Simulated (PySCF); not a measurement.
# C₂H₂Cl₃F₃Si: electronic excitations

Wanted: the electronic excitations of C₂H₂Cl₃F₃Si (`FC(F)(F)[SiH2]C(Cl)(Cl)Cl`), by calculation.

Computed with PySCF 2.14.0, with density-fitted response routines of our own, on a single molecule in the gas phase. Atoms count from 0, in the outputs and in this text.

## 1. The molecule as given

11 atoms, charge 0, multiplicity 1; geometry from: GFN2-xTB.

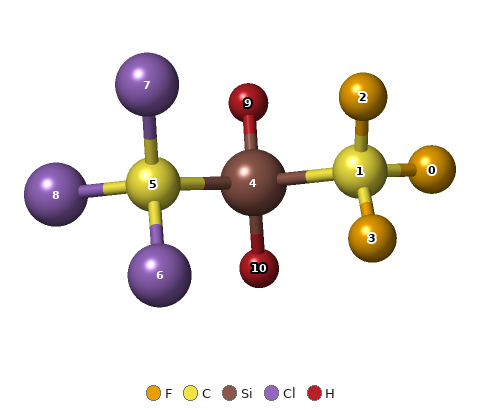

The starting geometry (fluorine amber, carbon yellow, silicon brown, chlorine purple, hydrogen red), atoms numbered.

## 2. Excited states and response: wB97X-D/def2-SVPD

Job settings and geometry (Å):

```
{"job": {"kind": "uv", "xc": "wB97X-D", "basis": "def2-SVPD", "nstates": 8, "ntriplets": 3}, "charge": 0, "multiplicity": 1}
F     -2.640508     0.379581    -0.641889
C     -1.561600    -0.322305    -0.239547
F     -1.455757    -1.357763    -1.086216
F     -1.875822    -0.833385     0.960710
Si     0.009375     0.838816    -0.212039
C      1.521652    -0.217342     0.362638
Cl     1.251877    -0.860919     1.996312
Cl     1.815492    -1.558707    -0.764306
Cl     2.954181     0.831410     0.389433
H      0.237190     1.249150    -1.591522
H     -0.250657     1.854135     0.800463
```

With the program's defaults for keys left out, this is: TDDFT wB97X-D/def2-SVPD, vertical, gas phase, core orbitals frozen in the response.

Command:

```
> OMP_NUM_THREADS=1 python probes_run.py task.json out
```

This one command runs all jobs of the session in turn.

What it wrote:

```text
coarse grid: 13168 points
cycle   1  E = -2045.6272387243  dE =  1.328e+00  |g| = 1.082e+00  |ddm| = 3.997e+00
cycle   2  E = -2045.4987733028  dE =  1.285e-01  |g| = 1.426e+00  |ddm| = 2.306e+00
cycle   3  E = -2045.8900922146  dE = -3.913e-01  |g| = 8.133e-02  |ddm| = 1.359e+00
cycle   4  E = -2045.8912433499  dE = -1.151e-03  |g| = 5.468e-02  |ddm| = 1.679e-01
cycle   5  E = -2045.8919636275  dE = -7.203e-04  |g| = 1.263e-02  |ddm| = 9.091e-02
cycle   6  E = -2045.8920060561  dE = -4.243e-05  |g| = 2.798e-03  |ddm| = 2.459e-02
cycle   7  E = -2045.8920107840  dE = -4.728e-06  |g| = 8.071e-04  |ddm| = 1.225e-02
final grid: 115136 points
cycle   8  E = -2046.1332426728  dE = -1.366e-04  |g| = 9.240e-03  |ddm| = 1.247e-01
cycle   9  E = -2046.1332439444  dE = -1.272e-06  |g| = 9.585e-03  |ddm| = 2.338e-02
cycle  10  E = -2046.1332593936  dE = -1.545e-05  |g| = 1.046e-03  |ddm| = 7.989e-03
cycle  11  E = -2046.1332596350  dE = -2.414e-07  |g| = 4.919e-04  |ddm| = 2.203e-03
cycle  12  E = -2046.1332596977  dE = -6.272e-08  |g| = 1.636e-04  |ddm| = 8.216e-04
cycle  13  E = -2046.1332597035  dE = -5.757e-09  |g| = 2.663e-05  |ddm| = 2.113e-04
cycle  14  E = -2046.1332597038  dE = -3.056e-10  |g| = 8.460e-06  |ddm| = 7.629e-05
converged SCF energy = -2046.1332597038

Static polarisability (au): isotropic 92.853, principal 89.348 90.820 98.391

Singlet excitations
state   eV       nm        f      main configurations
  1   6.4171    193.2   0.01060   H->L 0.90
  2   6.5233    190.1   0.00000   H-1->L 0.89
  3   6.8412    181.2   0.00038   H-2->L 0.56, H->L+2 0.30
  4   6.8464    181.1   0.00006   H-3->L 0.48, H->L+1 0.35
  5   7.2456    171.1   0.01185   H-1->L+1 0.65, H-5->L 0.11
  6   7.2934    170.0   0.01673   H-1->L+2 0.57, H-6->L 0.11
  7   7.4845    165.7   0.03997   H->L+1 0.47, H-3->L 0.36
  8   7.5255    164.8   0.03226   H->L+2 0.54, H-2->L 0.33

Triplet excitations (Tamm-Dancoff, eV): 5.8656 5.9506 6.1415
```

Run time: 1.9 min. Hardware: 1 thread of Arm Neoverse N1, shared host; peak memory 0.99 GiB.

Frontier orbitals and where they lie:

| orbital | eV | atoms |
| --- | --- | --- |
| HOMO−3 | -11.45 | Cl8 39 %, Cl6 22 %, Cl7 22 % |
| HOMO−2 | -11.43 | Cl7 38 %, Cl6 38 %, Cl8 13 % |
| HOMO−1 | -11.01 | Cl7 34 %, Cl6 34 %, Cl8 31 % |
| HOMO | -10.82 | Cl6 21 %, Cl7 21 %, Cl8 21 % |
| LUMO | 0.47 | Cl8 22 %, Cl6 21 %, Cl7 21 % |
| LUMO+1 | 1.10 | Cl8 31 %, C5 25 %, Si4 13 % |
| LUMO+2 | 1.28 | C5 29 %, Cl6 26 %, Cl7 26 % |

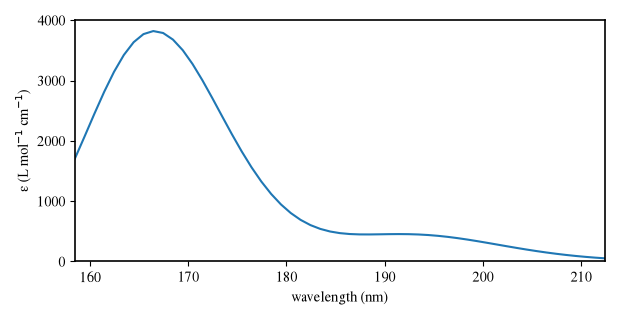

Absorption spectrum: each of the 8 states is a Gaussian band of 0.4 eV half-width at 1/e. Beyond the last state computed it falls off for lack of states.

Further results of this job:

| property | computed |
| --- | --- |
| dipole moment (D) | 2.10 |
| polarisability (Å³) | 13.76 |
| HOMO–LUMO gap (eV) | 11.29 |
| −ε(HOMO) (eV) | 10.82 |

## 3. Outcome

| quantity | value |
| --- | --- |
| lowest singlet (wB97X-D/def2-SVPD) | 6.42 eV (193 nm), f = 0.011 |
| brightest single state of those computed | state 7, 7.48 eV, f = 0.040 |
| lowest triplet | 5.87 eV |

The first singlet state (HOMO→LUMO 0.90) lies at 6.42 eV and is weak; of the 8 states computed, the strongest absorption comes from state 7 at 7.48 eV (the last state computed is bright too, and its partners may lie past the list). The lowest triplet lies 0.55 eV below the lowest singlet (triplets in Tamm-Dancoff, singlets in full TDDFT).
